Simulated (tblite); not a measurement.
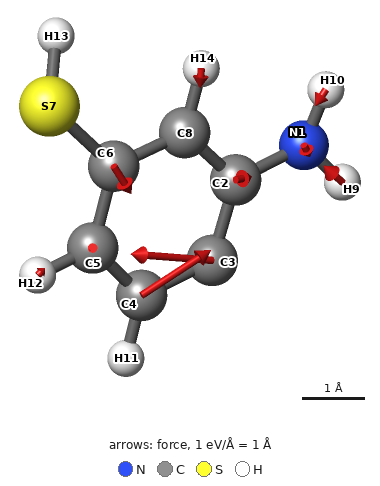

Starting geometry of C$_{6}$H$_{6}$NS (multiplicity 2) with the computed forces as red arrows. The picture is a ball-and-stick view, seen at a tilt.

These are results of GFN2-xTB geometry optimisation, gas phase in tblite, not measurements. 

Q: Is this structure relaxed? If not, where do the atoms go?

A: It isn't relaxed: the largest force vector, on C3, is 1.65 eV/Å. The final displacements have little in common with the starting forces (cosine between the two patterns 0.14). The atom that moves furthest after the best rigid fit is H13 (0.56 Å). By element the largest moves are H 0.56 Å, S 0.23 Å, C 0.14 Å, N 0.09 Å. Near-neighbour distances that change, for instance: C3–C4 1.390 → 1.356 Å, C8–H14 1.092 → 1.082 Å, C2–C3 1.387 → 1.378 Å, C5–C6 1.395 → 1.386 Å. Among the angles between lasting bonds that change: C2–N1–H10 121.7° → 116.6°, C2–C3–C4 122.3° → 125.3°, C2–N1–H9 118.6° → 116.0°. Groups turn about C6–S7 by about 35°. After 54 geometry steps the energy has fallen by 0.118 eV. Cost: 0.26 s on 1 thread of Arm Neoverse V2, with other jobs on the host.
